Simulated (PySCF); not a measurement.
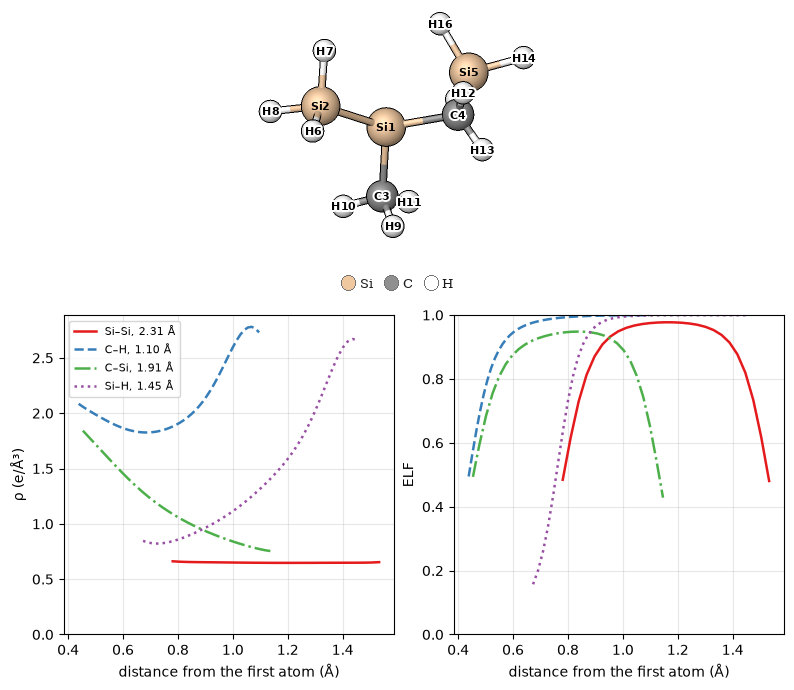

Figure. C2H11Si3 (SMILES C[Si]([SiH3])C[SiH3]) (doublet). Electron density and electron localisation function along straight lines between neighbouring atoms. The curves leave out the atomic cores. The structure is drawn too.

Geometry: GFN1-xTB.

These are results of UKS B3LYP, pcH-1 on C H Si, non-relativistic, mean-field spin-orbit, GIAO in PySCF, not measurements.

The calculation's input:

```
{"job": {"kind": "epr", "basis": "pcH-1"}, "charge": 0, "multiplicity": 2}
Si     0.328453     0.090738    -0.250212
Si     2.022604    -1.339324    -0.911886
C      0.884313     1.897649     0.140226
C     -0.890551    -0.452410     1.150456
Si    -2.401771    -0.190698     0.011649
H      3.143449    -1.755463    -0.064785
H      1.432201    -2.603746    -1.351545
H      2.664260    -0.789440    -2.106401
H      1.437494     1.967627     1.085119
H      1.538743     2.321088    -0.629512
H      0.035992     2.585082     0.234397
H     -0.777294    -1.498201     1.463741
H     -0.857559     0.160479     2.059097
H     -3.639933    -0.381137     0.764001
H     -2.479610     1.158559    -0.531612
H     -2.440791    -1.170802    -1.062733
```

Run with:

```sh
OMP_NUM_THREADS=1 python cluster_run.py task.json out
```

Question: Compare the contacts.

Answer: Si–Si (2.31 Å): the density is about 0.65 e/Å³ at the midpoint; the ELF peaks at about 1 between the atoms: a covalent bond.
C–H (1.10 Å): the density is about 1.9 e/Å³ at the midpoint; the ELF climbs to about 1 towards the hydrogen, as it does in any bond to H; an ordinary covalent bond to hydrogen.
C–Si (1.91 Å): the density is about 0.88 e/Å³ at the midpoint; the ELF peaks at about 0.95 between the atoms (a covalent bond).
Si–H (1.45 Å): ρ is about 0.82 e/Å³ halfway; the ELF climbs to about 1 towards the hydrogen.
